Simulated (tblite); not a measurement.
## Frequency calculation, with input and output: C₇H₁₁NOSi

The run: frequency calculation of C₇H₁₁NOSi. Method and program: GFN2-xTB harmonic vibrations, gas phase (tblite 0.8.0).

It belongs to a series of runs on one base structure; here: H on C replaced by vinyl.

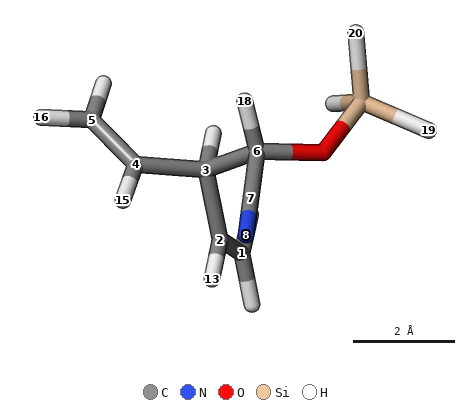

Fig. 1: The structure as given in the input (stick view, seen at a tilt; atoms are numbered from 1 in the order of the input). Bond lengths as drawn: C–C 1.32 to 1.55 Å, C–H 1.08 to 1.10 Å, C–N 1.14 Å, C–O 1.39 Å, H–Si 1.45 to 1.47 Å and O–Si 1.62 Å.

Input file:
```
{"job": {"kind": "ir", "xc": "GFN2-xTB", "basis": "xTB"}, "charge": 0, "multiplicity": 1}
C     -1.546451    -1.737742    -0.749825
C     -1.276400    -0.920248     0.249079
C     -0.441639     0.319943     0.116798
C     -1.185234     1.523173     0.618263
C     -1.385767     2.613196    -0.097428
C      0.876333     0.141299     0.922396
C      0.573298    -0.077175     2.327211
N      0.330893    -0.251859     3.430030
O      1.632424    -0.930958     0.456230
Si     2.475452    -1.087685    -0.920997
H     -2.141721    -2.623588    -0.610884
H     -1.185042    -1.556495    -1.749004
H     -1.645314    -1.120946     1.246428
H     -0.154870     0.466138    -0.929531
H     -1.559407     1.447053     1.630719
H     -1.925912     3.458239     0.293179
H     -1.023209     2.704348    -1.108630
H      1.456535     1.077150     0.850014
H      3.090879    -2.372375    -0.650992
H      3.416678     0.028263    -1.064974
H      1.609554    -1.082787    -2.103851
```

The first line tells a small driver script what to run in tblite; the rest is the geometry in Å.

Machine: 1 CPU thread, shared host.

Run as:
```bash
OMP_NUM_THREADS=1 python <driver script> task.json out
```

Output:
```
mode    cm-1     km/mol
  1      36.0      0.61
  2      49.6      0.51
  3      52.9      0.14
  4      66.3      0.24
  5     115.7      0.12
  6     120.3      4.31
  7     128.1      2.28
  8     207.2      2.46
  9     232.4      1.90
 10     260.9      0.16
 11     295.8      2.49
 12     391.2      4.92
 13     425.6      3.31
 14     446.4      0.91
 15     511.5      2.71
 16     600.5     20.56
 17     609.3     55.91
 18     620.1     20.37
 19     645.5     59.94
 20     735.5    213.33
 21     737.4      2.15
 22     802.9    259.41
 23     833.4     20.26
 24     842.8    286.65
 25     865.5     70.10
 26     899.0      7.52
 27     901.0     18.22
 28     935.7     19.03
 29     969.4      0.98
 30    1019.3      7.40
 31    1024.0     29.58
 32    1047.2      8.94
 33    1112.1     19.89
 34    1146.2    201.11
 35    1147.0     24.30
 36    1207.0      2.58
 37    1234.2      0.46
 38    1264.7      5.62
 39    1292.4      6.46
 40    1303.2      5.18
 41    1306.8      0.26
 42    1411.3      0.92
 43    1417.1      2.25
 44    1709.7     13.25
 45    1719.0      3.96
 46    2213.4    380.36
 47    2248.3    165.26
 48    2382.8    233.53
 49    2407.0    141.29
 50    2825.5     43.01
 51    2948.2     36.98
 52    3063.1      0.63
 53    3067.0     35.41
 54    3098.7     15.19
 55    3100.4     27.00
 56    3130.0     28.73
 57    3131.2     49.72
```

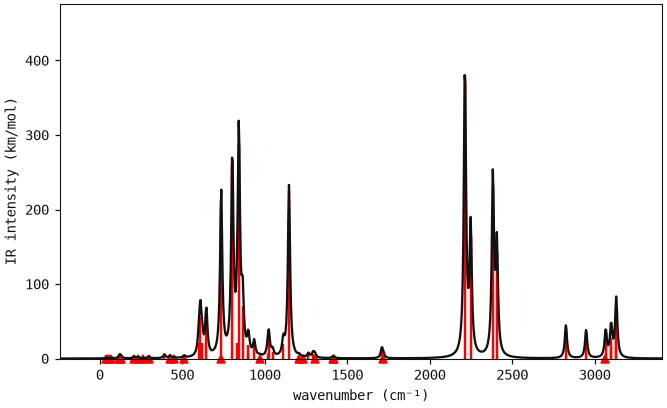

Fig. 2: Harmonic infrared spectrum, unscaled: sticks (degenerate modes added up, dark ones marked on the axis) with a Lorentzian envelope of 16 cm⁻¹ full width, scaled to the tallest stick. 57 modes from 36 to 3131 cm⁻¹, none imaginary. The strongest line is at 2213 cm⁻¹ (380 km/mol).

Results in brief:

```csv
quantity,value
outcome,converged
total energy,−796.2933 eV
zero-point energy,97.6610 kcal/mol
wall time,0.89 s
peak memory,0.18 GiB
```
